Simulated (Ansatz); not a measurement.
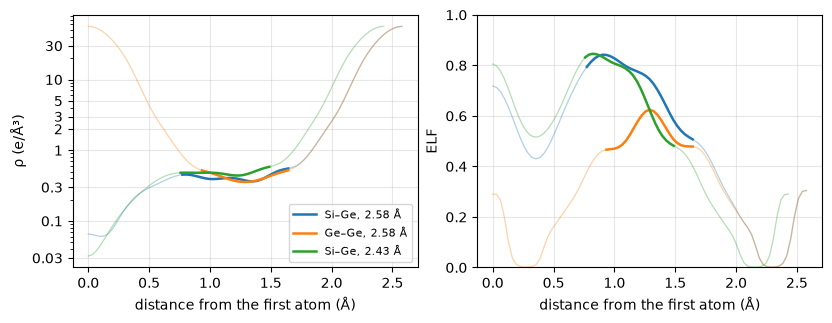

The picture shows: Si$_{2}$Ge$_{3}$. Valence pseudo-density and ELF along straight lines between neighbouring atoms. Thin, pale parts lie inside the atomic spheres.

Space group P4/mmm; a structure generated by program, which may or may not match a known phase.

Method: Ansatz 0.2.0, DFT PBE, scalar-relativistic, plane waves, PAW.

Core electrons are frozen (PAW), and the valence fields are smoothed inside the atomic spheres.

```
Si Ge
1.0
     5.15548    0.00000    0.00000
     0.00000    5.15548    0.00000
     0.00000    0.00000    4.85779
Si Ge
2 3
Direct
  0.00000 0.00000 0.50000
  0.50000 0.50000 0.00000
  0.00000 0.00000 0.00000
  0.00000 0.50000 0.00000
  0.50000 0.00000 0.00000
```

Compare the contacts.

Answer. Si–Ge (2.58 Å): ρ is about 0.37 e/Å³ halfway; the ELF peaks at about 0.85 in the valence shell of Si, 0.9 Å from its nucleus, and is about 0.75 at the midpoint.
Ge–Ge (2.58 Å): the density is about 0.36 e/Å³ at the midpoint; the ELF peaks at about 0.60 between the atoms.
Si–Ge (2.43 Å): ρ is about 0.44 e/Å³ halfway; the ELF peaks at about 0.85 in the valence shell of Si, 0.8 Å from its nucleus, and is about 0.70 at the midpoint.
